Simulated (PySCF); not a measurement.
```xyz
15

C    -2.0361    1.0955    0.7985
C    -1.0847    0.2787    0.3979
C    -0.6820   -0.2650   -0.9469
C     0.5470   -0.9067   -0.2705
Ga    2.3519   -0.0378   -0.8261
Cl    3.9750    0.0991    0.5139
Cl    2.6435    0.8206   -2.7303
C     0.0328   -0.4369    1.1086
H    -2.1411    1.3745    1.8335
H    -2.7478    1.5155    0.1078
H    -0.4774    0.4953   -1.7075
H    -1.3871   -0.9857   -1.3641
H     0.6078   -1.9939   -0.3788
H     0.7011    0.2053    1.6906
H    -0.3073   -1.2506    1.7515
```

Geometry: GFN2-xTB.

Method: PySCF, CAM-B3LYP/def2-SVPD, SCF density, gas phase.

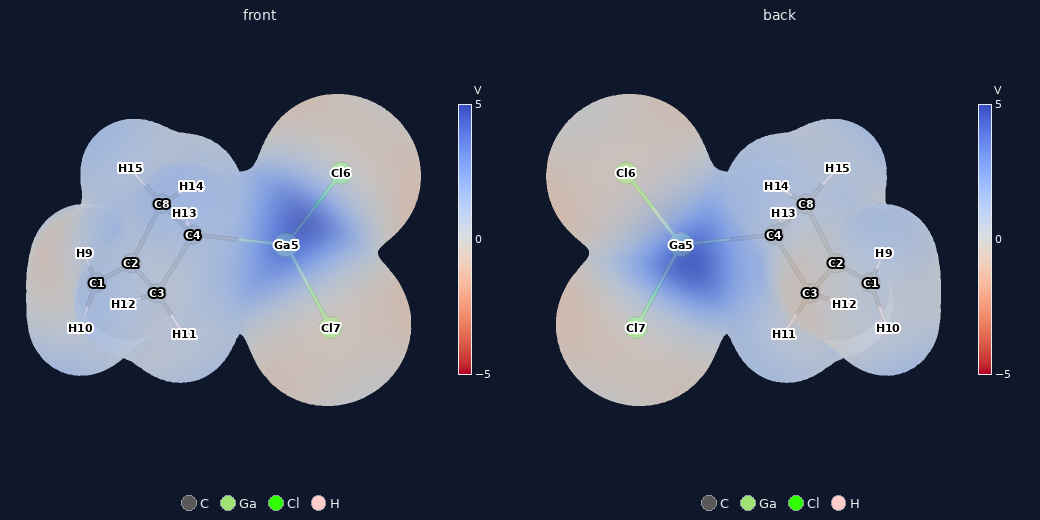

C5H7Cl2Ga. The electrostatic potential painted on the density surface at 0.004 e/bohr³, seen from the front and from behind; red is negative and blue positive.

> Which sites attract a positive test charge, and which a negative one?

A positive charge is drawn to the negative regions and a negative charge to the positive ones. The most negative region (about −0.6 V) lies over Cl6 and Cl7, the most positive (about +4.2 V) over Ga5.
